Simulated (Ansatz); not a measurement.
**BH5OSi···NH3: density, localisation and related maps**

```tsv
atom	x (Å)	y (Å)	z (Å)
B	0.5063	-1.1338	0.3137
N	1.9410	1.1123	-0.6801
H	1.4736	-1.4306	0.9650
H	0.2398	-1.6228	-0.7612
H	1.1365	1.1247	-0.0464
O	-0.4185	-0.2225	0.9259
Si	-1.9658	0.1614	0.3620
H	2.6789	0.5816	-0.2053
H	1.6674	0.5780	-1.5114
H	-2.1619	1.6319	0.5562
H	-2.1164	-0.1940	-1.0893
H	-2.9808	-0.5863	1.1712
```

Not at a stationary point (largest force 1.9 eV/Å).

These are results of RKS PBE-D4/6-31G* (Ansatz 0.2.0), not measurements.

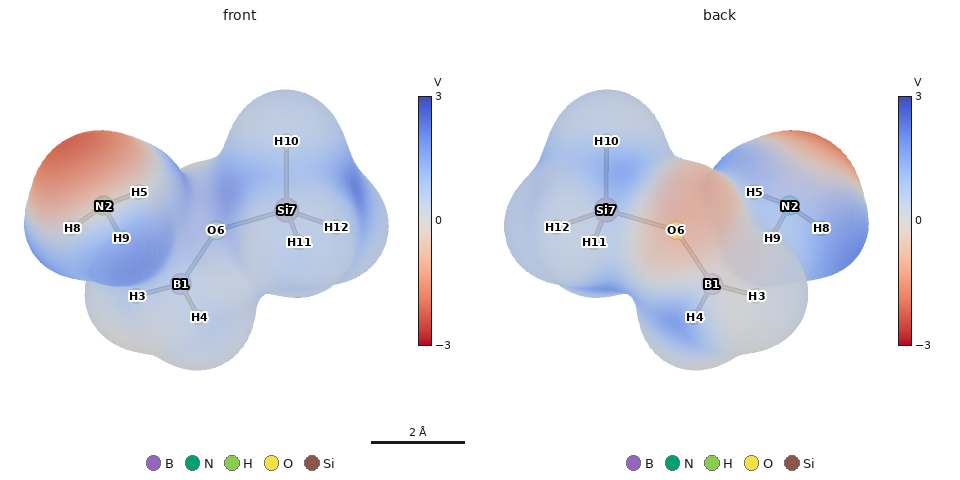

Figure 1. The molecular electrostatic potential painted on the density surface at 0.004 e/bohr³, seen from the front and from behind; the colour scale runs from red (negative) to blue (positive).

Q: Where is the surface potential most negative and most positive?

A: The most negative region (about −2.2 V) lies over N2, the most positive (about +2.1 V) over Si7, H8 and H9. N2 is the likeliest acceptor of a hydrogen bond.

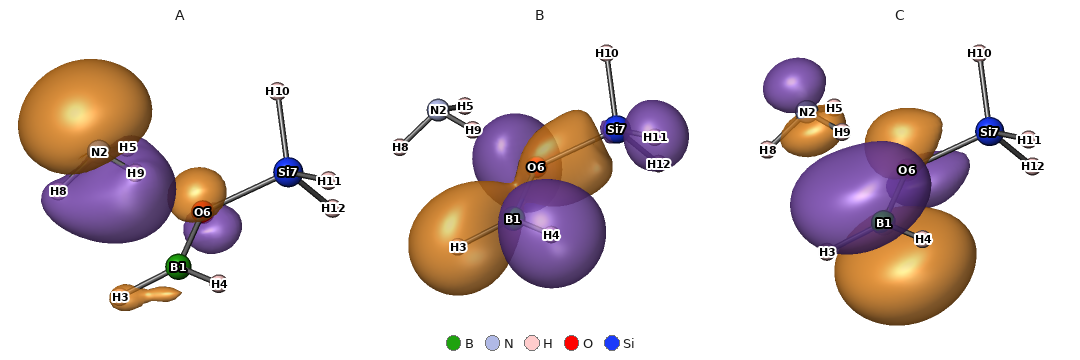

Figure 2. Three frontier orbitals at ±0.1 Å⁻³ᐟ² (orange and purple are the two phases), in no order.

Q: Order the three orbitals by energy and name them.

A: B is the HOMO−1 (−7.14 eV). By Hirshfeld shares it lies mainly on O6 (about 40 %), B1 (about 20 %), H4 (about 15 %), H3 (about 15 %) and Si7 (about 5 %). A is the HOMO (−5.93 eV). It lies mainly on N2 (about 75 %); largely a lone pair of N2. C is the LUMO (−1.48 eV). Its weight (Hirshfeld) is mainly on B1 (about 60 %), O6 (about 15 %), N2 (about 5 %), H4 (about 5 %) and H3 (about 5 %).

Q: What is the HOMO–LUMO gap?

A: 4.45 eV between the orbital energies.

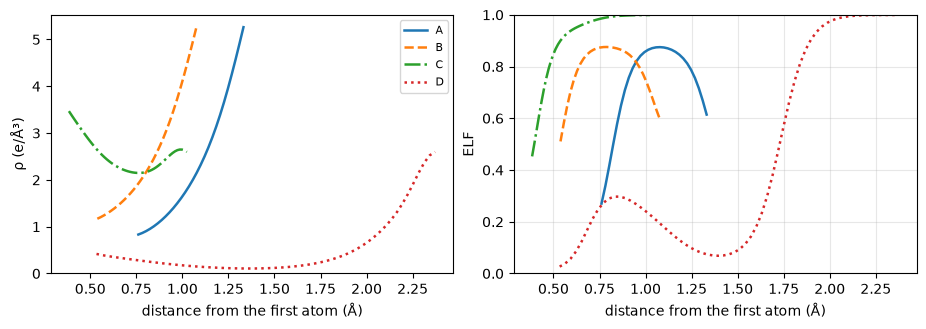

Figure 3. Total electron density and ELF along straight lines between neighbouring atoms. The curves leave out the atomic cores.

Q: Which curve belongs to which contact (B–H, B–O, N–H and Si–O)? The first atom named is at distance zero.

A: Curve A: Si–O (1.69 Å): ρ at the midpoint is about 1 e/Å³; the ELF peaks at about 0.90 between the atoms, as expected for a polar covalent bond. Curve B: B–O (1.44 Å): ρ is about 1.7 e/Å³ halfway; the ELF peaks at about 0.90 between the atoms: a shared but strongly polarised pair. Curve C: N–H (1.02 Å): the density is about 2.8 e/Å³ at the midpoint; the ELF climbs to about 1 towards the hydrogen, as it does in any bond to H (a covalent bond by its length). Curve D: B1···H5 (2.37 Å): the density falls to about 0.11 e/Å³ on the way; the ELF climbs to about 1 towards the hydrogen.
